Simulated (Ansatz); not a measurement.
## Electronic structure of N₂···H₄OSi (SMILES N#N.[SiH3]O) in real space

```xyz
8

N    -1.2756   -1.6779   -3.1145
N    -0.7084   -1.3739   -2.2363
Si    0.2783    0.7882    1.1615
O     0.9505   -0.4769    0.3533
H    -1.0941    0.4690    1.6452
H     1.1634    1.0585    2.3178
H     0.1850    2.0043    0.3063
H     0.5009   -0.7913   -0.4334
```

Geometry: PBE0-D4/def2-TZVP.

Theory: RKS PBE0-D4/def2-TZVPPD in Ansatz 0.2.0.

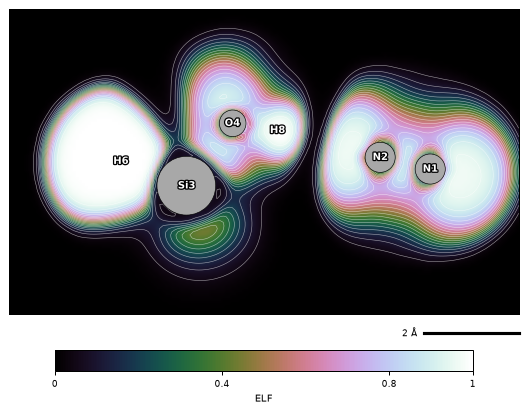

Figure 1. Electron localisation function on the plane of atoms O4, Si3 and H6. Grey discs cover the atomic cores.

Q: Interpret the plot.

A: The plane passes through N, Si, O and H nuclei.
N2···H8 (2.25 Å): the ELF dips to about 0.05 between them: by its geometry a hydrogen bond between the two molecules, with no shared pair.
N–N (1.09 Å): the ELF peaks at about 0.85 between the atoms: a short, multiple covalent bond.
Si–O (1.64 Å): the ELF peaks at about 0.85 between the atoms; a shared but strongly polarised pair.
O–H (0.96 Å): the ELF climbs to about 1 towards the hydrogen, as it does in any bond to H (an ordinary covalent bond to hydrogen).
Si–H (1.48 Å): the ELF climbs to about 1 towards the hydrogen.
The ELF also peaks beside N1 and O4, away from the bonds: lone-pair regions.

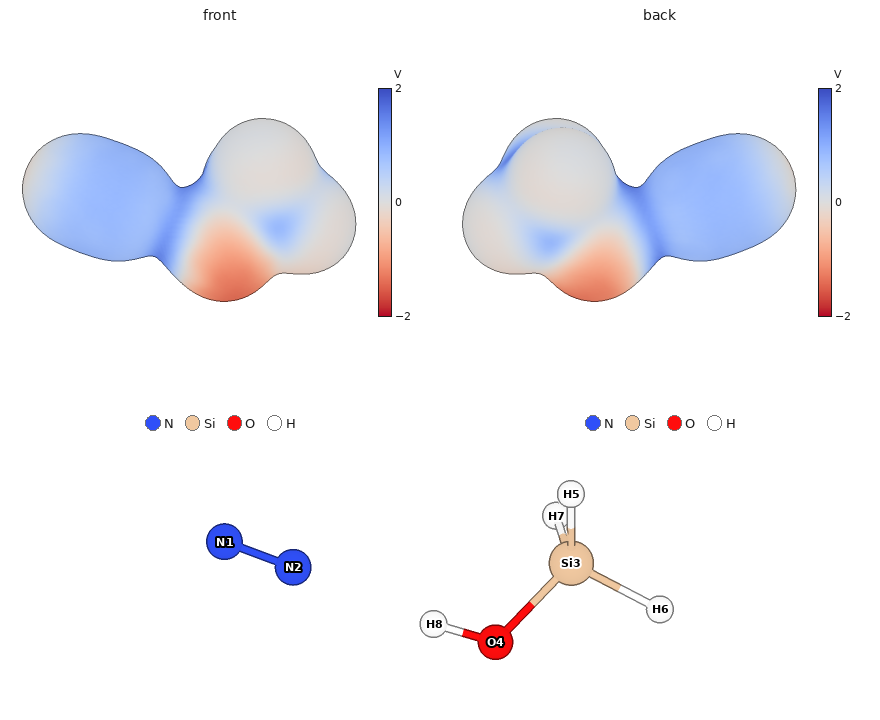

Figure 2. The electrostatic potential painted on the density surface at 0.002 e/bohr³, seen from the front and from behind; the colour scale runs from red (negative) to blue (positive). The bare structure is drawn below in the same view.

Q: Where is the surface potential most negative and most positive?

A: The most negative region (about −1.4 V) lies over O4, the most positive (about +1.5 V) over Si3. O4 is the likeliest acceptor of a hydrogen bond.

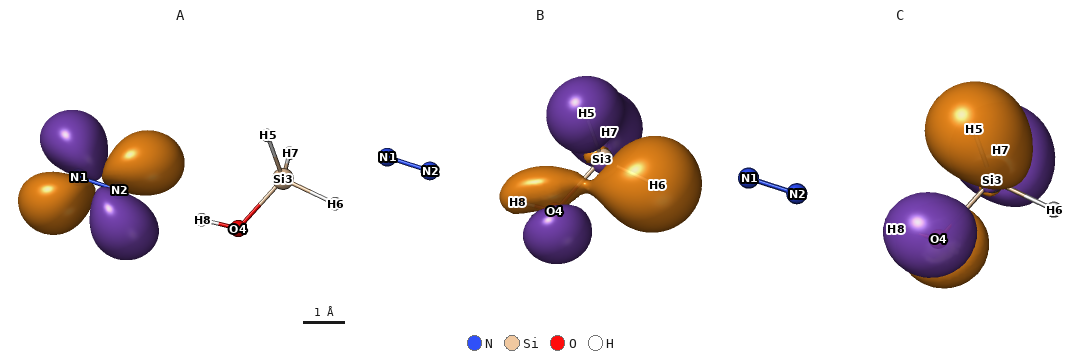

Figure 3. Three frontier orbitals at ±0.1 Å⁻³ᐟ² (orange and purple are the two phases), in no order.

Q: Order the three orbitals by energy and name them.

A: B is the HOMO−1 (−9.25 eV). Its weight (Hirshfeld) is mainly on Si3 (about 30 %), H6 (about 25 %), O4 (about 20 %), H5 (about 10 %) and H7 (about 10 %). C is the HOMO (−8.64 eV). It lies mainly on O4 (about 40 %), Si3 (about 25 %), H5 (about 15 %) and H7 (about 15 %). A is the LUMO (−1.07 eV). It lies mainly on N1 (about 50 %) and N2 (about 45 %); π-antibonding (π*) across N1–N2.

Q: What is the HOMO–LUMO gap?

A: 7.57 eV between the orbital energies.

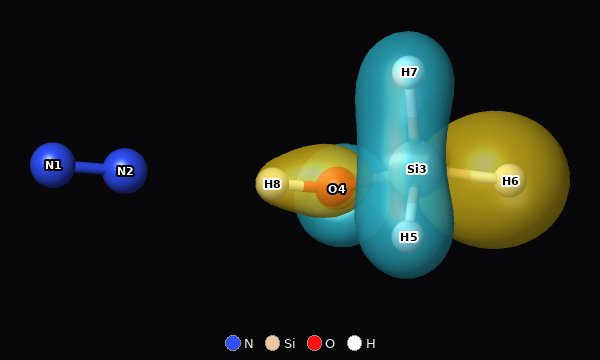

Figure 4. The HOMO−1 at ±0.15 Å⁻³ᐟ² (yellow and cyan are the two phases), seen from one side.

Q: Where does this orbital lie, and at what energy?

A: By Hirshfeld shares it lies mainly on Si3 (about 30 %), H6 (about 25 %), O4 (about 20 %), H5 (about 10 %) and H7 (about 10 %). Its energy is −9.25 eV.
